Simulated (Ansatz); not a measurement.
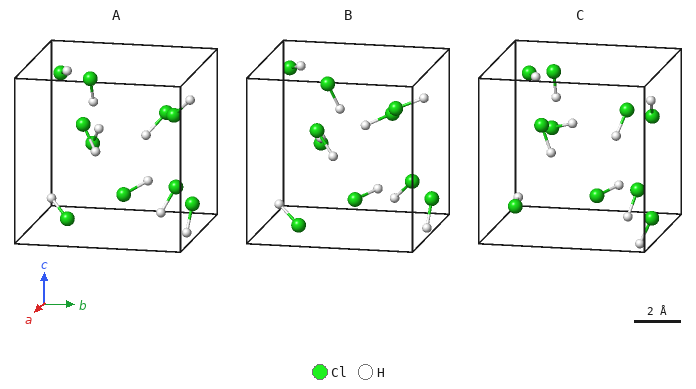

3 geometries from one relaxation of an amorphous cell of composition HCl, in shuffled order. A ball-and-stick model of the cell of the calculation, seen slightly off an axis.

The cell holds 10 HCl. The run prepares the start of a later molecular dynamics calculation, from a guessed geometry.

The calculation used DFT PBE-D3(BJ), scalar-relativistic, plane waves, PAW (Ansatz). (plane-wave cutoff 420 eV; k-point mesh 1 × 1 × 1; occupations fermi dirac; smearing width 0.05 eV; no spin polarisation; atoms relaxed in a fixed cell; force threshold 0.3 eV/Å; at most 15 steps)

### Put them in the order of the run, from the start to the converged end.

C, A, B. They are steps 0, 6, 13, at +3.680 eV per cell of the calculation, +0.602 eV per cell of the calculation relative to the last. After 12 accepted moves (13 points after the start) the energy has fallen by 3.680 eV per cell of the calculation. The largest force component goes from 2 to 0.28 eV/Å. 1 step only repeated the SCF at the same geometry. A Cl atom moves most: 1.33 Å along [2 −2 1]. Largest moves by element: Cl 1.33 Å, H 1.24 Å. The cell stays as it was. Among the contacts that change: Cl–Cl 2.669 → 3.769 Å, Cl–Cl 2.835 → 3.875 Å, Cl–Cl 2.752 → 3.485 Å, Cl–H 1.280 → 1.352 Å. Cost: 26 s on 1 thread of Arm Neoverse V1, with other jobs on the host, peak memory 0.38 GiB.

Limits of the set-up: the periodic images lie only 7.4 Å apart, so the values are limited by the cell's size.
